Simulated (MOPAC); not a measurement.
## Geometry relaxation, with input and output: SiI4 (charge +1) (part 2 of 2)

Continued. System: SiI4, charge +1, multiplicity 2. Method: AM1, unrestricted (MOPAC 23.2.5). The starting geometry was optimised with AM1.

Geometry of the input (Å):
```
I  -1.1784  0.0185  2.1233
Si -0.0056  -0.0006  0.0011
I  2.0491  -1.2684  0.2253
I  -1.4087  -1.0283  -1.6885
I  0.5165  2.2742  -0.6562
```

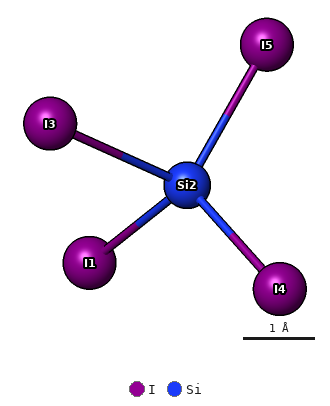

*The geometry at step 21 of the log (ball-and-stick view, seen at a tilt; atoms are numbered from 1 in the order of the input).*

### What the program printed, continued
```
  ATOM NO.   TYPE          CHARGE      No. of ELECS.   s-Pop       p-Pop
    1          I           0.278618        6.7214     1.98676     4.73462
    2         Si          -0.026666        4.0267     0.98428     3.04239
    3          I           0.278503        6.7215     1.98676     4.73474
    4          I           0.234809        6.7652     1.98760     4.77759
    5          I           0.234736        6.7653     1.98761     4.77765
 DIPOLE           X         Y         Z       TOTAL
 POINT-CHG.     0.272    -0.386     0.730     0.870
 HYBRID         0.180    -0.257     0.480     0.574
 SUM            0.452    -0.644     1.211     1.444

          ATOMIC ORBITAL ELECTRON POPULATIONS

     Atom    s        px        py        pz
    1  I   1.98676   1.62228   1.82770   1.28464
    2 Si   0.98428   0.96176   1.10181   0.97882
    3  I   1.98676   1.51214   1.76458   1.45802
    4  I   1.98760   1.57804   1.67970   1.51985
    5  I   1.98761   1.85383   1.01104   1.91279

                    (SZ)    =    0.500000
                    (S**2)  =    1.152033

          ATOMIC ORBITAL SPIN POPULATIONS

    Atom   Total    s     px     py     pz
         Atomic
    1  I  0.8766  0.001  0.366  0.126  0.384
    2 Si -0.9213 -0.202 -0.281 -0.187 -0.251
    3  I  0.8761  0.001  0.371  0.129  0.375
    4  I  0.0842 -0.005  0.021  0.041  0.026
    5  I  0.0845 -0.005 -0.021  0.144 -0.034

 *                    *
 * JOB ENDED NORMALLY *
 *                    *

 TOTAL JOB TIME:             0.25 SECONDS

 == MOPAC DONE ==
```

### Trajectory as extended XYZ (Å, eV, eV/Å), 20 of the 41 frames kept, from step=0 to step=40
```
5
Properties=species:S:1:pos:R:3:forces:R:3 step=0 energy=10.02781
I    -1.1784    0.0185    2.1233    0.1570  -0.0683  -0.0507
Si   -0.0056   -0.0006    0.0011   -1.5628   0.9678  -0.2783
I     2.0491   -1.2684    0.2253    1.1713  -0.7246   0.1632
I    -1.4087   -1.0283   -1.6885    0.1630  -0.0053   0.1086
I     0.5165    2.2742   -0.6562    0.0715  -0.1696   0.0572
5
Properties=species:S:1:pos:R:3:forces:R:3 step=2 energy=9.89832
I    -1.1725    0.0120    2.1100   -0.0764  -0.0753   0.4344
Si   -0.0821    0.0741    0.0049   -0.1959  -0.0802  -0.5091
I     2.0917   -1.3113    0.2385   -0.0767   0.0668   0.0049
I    -1.4147   -1.0340   -1.6862    0.1851   0.0056   0.0970
I     0.5101    2.2943   -0.6602    0.1640   0.0831  -0.0271
5
Properties=species:S:1:pos:R:3:forces:R:3 step=4 energy=9.87976
I    -1.1712    0.0054    2.1352    0.1320  -0.0547  -0.0167
Si   -0.1013    0.0772   -0.0216   -0.1414   0.0321   0.0413
I     2.0884   -1.3113    0.2431   -0.1769   0.1293  -0.0068
I    -1.4117   -1.0383   -1.6963    0.0715  -0.0694  -0.0264
I     0.5180    2.3037   -0.6674    0.1148  -0.0373   0.0086
5
Properties=species:S:1:pos:R:3:forces:R:3 step=6 energy=9.85138
I    -1.1289   -0.0241    2.1700   -0.0222  -0.0186   0.0820
Si   -0.1913    0.1114   -0.0260    0.0037  -0.0009  -0.0865
I     2.0110   -1.2443    0.2432    0.0170  -0.0120   0.0209
I    -1.3930   -1.0742   -1.7267   -0.0132  -0.0064  -0.0055
I     0.5768    2.2859   -0.6698    0.0148   0.0379  -0.0109
5
Properties=species:S:1:pos:R:3:forces:R:3 step=8 energy=9.85057
I    -1.1265   -0.0272    2.1758    0.0152  -0.0103  -0.0147
Si   -0.1960    0.1138   -0.0314    0.0069   0.0025   0.0005
I     2.0089   -1.2433    0.2463   -0.0088   0.0031   0.0177
I    -1.3939   -1.0761   -1.7306   -0.0125  -0.0011  -0.0020
I     0.5796    2.2889   -0.6722   -0.0009   0.0058  -0.0016
5
Properties=species:S:1:pos:R:3:forces:R:3 step=11 energy=9.84977
I    -1.1103   -0.0423    2.1666   -0.0065  -0.0034   0.0331
Si   -0.1970    0.1212   -0.0435    0.0037  -0.0097  -0.0322
I     1.9999   -1.2380    0.2661    0.0107  -0.0099   0.0123
I    -1.4043   -1.0761   -1.7308   -0.0024   0.0114  -0.0046
I     0.5833    2.2951   -0.6770   -0.0054   0.0116  -0.0086
5
Properties=species:S:1:pos:R:3:forces:R:3 step=13 energy=9.84947
I    -1.1017   -0.0511    2.1625    0.0062   0.0019   0.0081
Si   -0.1932    0.1232   -0.0522   -0.0055  -0.0057  -0.0035
I     1.9986   -1.2389    0.2805    0.0009  -0.0044   0.0058
I    -1.4121   -1.0729   -1.7319    0.0082   0.0144  -0.0055
I     0.5820    2.3007   -0.6821   -0.0098  -0.0061  -0.0049
5
Properties=species:S:1:pos:R:3:forces:R:3 step=15 energy=9.84931
I    -1.1003   -0.0517    2.1658    0.0168   0.0022  -0.0175
Si   -0.1926    0.1210   -0.0514   -0.0056   0.0012   0.0154
I     2.0001   -1.2406    0.2837   -0.0087   0.0009   0.0042
I    -1.4119   -1.0684   -1.7352    0.0068   0.0080  -0.0030
I     0.5786    2.2995   -0.6856   -0.0093  -0.0123   0.0008
5
Properties=species:S:1:pos:R:3:forces:R:3 step=17 energy=9.84899
I    -1.0828   -0.0633    2.1678    0.0043   0.0021  -0.0012
Si   -0.1954    0.1212   -0.0554    0.0051   0.0010  -0.0013
I     1.9937   -1.2384    0.3050   -0.0082  -0.0046   0.0006
I    -1.4163   -1.0565   -1.7448    0.0028  -0.0044  -0.0020
I     0.5732    2.2970   -0.6974   -0.0040   0.0060   0.0039
5
Properties=species:S:1:pos:R:3:forces:R:3 step=19 energy=9.84923
I    -1.0478   -0.0884    2.1516    0.0137   0.0064  -0.0003
Si   -0.1899    0.1321   -0.0832   -0.0238  -0.0119   0.0042
I     1.9769   -1.2373    0.3474   -0.0114  -0.0038  -0.0052
I    -1.4358   -1.0553   -1.7492    0.0341   0.0227   0.0051
I     0.5719    2.3146   -0.7063   -0.0126  -0.0133  -0.0039
5
Properties=species:S:1:pos:R:3:forces:R:3 step=21 energy=9.84870
I    -1.0654   -0.0747    2.1623    0.0060   0.0035   0.0014
Si   -0.1940    0.1254   -0.0670   -0.0039  -0.0009  -0.0017
I     1.9852   -1.2380    0.3251   -0.0064  -0.0075  -0.0010
I    -1.4239   -1.0541   -1.7488    0.0119   0.0033   0.0002
I     0.5712    2.3036   -0.7027   -0.0076   0.0015   0.0011
5
Properties=species:S:1:pos:R:3:forces:R:3 step=23 energy=9.84777
I    -1.0098   -0.0996    2.1645    0.0153  -0.0082  -0.0158
Si   -0.1985    0.1295   -0.0873    0.0225   0.0104   0.0084
I     1.9585   -1.2435    0.3823   -0.0370   0.0073   0.0008
I    -1.4305   -1.0329   -1.7752    0.0002  -0.0169  -0.0008
I     0.5510    2.3109   -0.7260   -0.0010   0.0075   0.0073
5
Properties=species:S:1:pos:R:3:forces:R:3 step=25 energy=9.83645
I    -0.9338   -0.1394    2.1480    0.0842  -0.0440  -0.0178
Si   -0.2030    0.1478   -0.1290    0.0203   0.0051  -0.0253
I     1.9068   -1.2372    0.4531   -0.0879   0.0155   0.0661
I    -1.4467   -1.0302   -1.7943   -0.0043   0.0010  -0.0118
I     0.5451    2.3331   -0.7417   -0.0123   0.0223  -0.0112
5
Properties=species:S:1:pos:R:3:forces:R:3 step=27 energy=9.58620
I    -0.6789   -0.2661    2.1144    0.5008  -0.2591  -0.1093
Si   -0.2324    0.1970   -0.2365    0.2725  -0.1268  -0.1529
I     1.7188   -1.2038    0.6709   -0.6723   0.2745   0.3238
I    -1.4783   -1.0116   -1.8698   -0.0621   0.0182  -0.0280
I     0.5236    2.3845   -0.7998   -0.0389   0.0931  -0.0337
5
Properties=species:S:1:pos:R:3:forces:R:3 step=29 energy=9.45481
I    -0.5745   -0.3202    2.0990   -0.1357  -0.0151   0.2894
Si   -0.2022    0.1969   -0.2947    0.0889   0.0067  -0.3095
I     1.6282   -1.1785    0.7600    0.1314  -0.0970   0.0210
I    -1.4978   -1.0055   -1.8968   -0.0344   0.0424   0.0175
I     0.5151    2.4073   -0.8191   -0.0503   0.0630  -0.0184
5
Properties=species:S:1:pos:R:3:forces:R:3 step=32 energy=9.44173
I    -0.5756   -0.3136    2.1004   -0.0095   0.0001  -0.0029
Si   -0.1402    0.1749   -0.3242    0.0188  -0.0117   0.0035
I     1.6425   -1.2113    0.7875   -0.0066   0.0056  -0.0082
I    -1.5068   -0.9827   -1.8996    0.0000   0.0047   0.0098
I     0.4816    2.4211   -0.8314   -0.0027   0.0012  -0.0022
5
Properties=species:S:1:pos:R:3:forces:R:3 step=34 energy=9.44144
I    -0.5784   -0.3142    2.0945   -0.0017  -0.0022   0.0020
Si   -0.1233    0.1689   -0.3303   -0.0049   0.0154   0.0025
I     1.6466   -1.2148    0.7935    0.0021   0.0001  -0.0043
I    -1.5105   -0.9775   -1.8951    0.0009  -0.0057  -0.0011
I     0.4763    2.4229   -0.8331    0.0037  -0.0076   0.0008
5
Properties=species:S:1:pos:R:3:forces:R:3 step=36 energy=9.44138
I    -0.5789   -0.3147    2.0952   -0.0007  -0.0019   0.0008
Si   -0.1277    0.1712   -0.3290    0.0002   0.0027  -0.0001
I     1.6459   -1.2128    0.7913   -0.0013   0.0002  -0.0013
I    -1.5101   -0.9797   -1.8950    0.0008  -0.0008   0.0018
I     0.4790    2.4225   -0.8322    0.0010  -0.0002  -0.0012
5
Properties=species:S:1:pos:R:3:forces:R:3 step=38 energy=9.44137
I    -0.5797   -0.3158    2.0948   -0.0001  -0.0006  -0.0003
Si   -0.1284    0.1722   -0.3291   -0.0001   0.0002   0.0016
I     1.6457   -1.2115    0.7905   -0.0003  -0.0011  -0.0004
I    -1.5103   -0.9808   -1.8940    0.0008   0.0007   0.0008
I     0.4805    2.4228   -0.8320   -0.0004   0.0008  -0.0018
5
Properties=species:S:1:pos:R:3:forces:R:3 step=40 energy=9.44136
I    -0.5797   -0.3162    2.0950    0.0002  -0.0002   0.0004
Si   -0.1282    0.1725   -0.3286    0.0010   0.0011  -0.0001
I     1.6457   -1.2120    0.7907   -0.0011   0.0001  -0.0005
I    -1.5100   -0.9802   -1.8938   -0.0001  -0.0004   0.0002
I     0.4801    2.4230   -0.8329   -0.0001  -0.0006   0.0000
```

### Key numbers

| quantity | value |
| --- | --- |
| outcome | converged |
| total energy | −53.879792 hartree |
| dispersion energy | 0.000000 hartree |
| heat of formation | 217.72 kcal/mol |
| basis functions | 20 |
| largest force | 0.002 eV/Å |
| ⟨S²⟩ | 1.152 |
| hardware | 1 thread of Arm Neoverse N1, 16 GiB of memory available, shared host |
| peak memory | 0.1 GiB |

### Notes

The record of the run, not the program, notes: spin contamination. ⟨S²⟩ is 1.15 against 0.75 for a pure state: the solution is spin-contaminated. MOPAC's energies along a path are heats of formation.
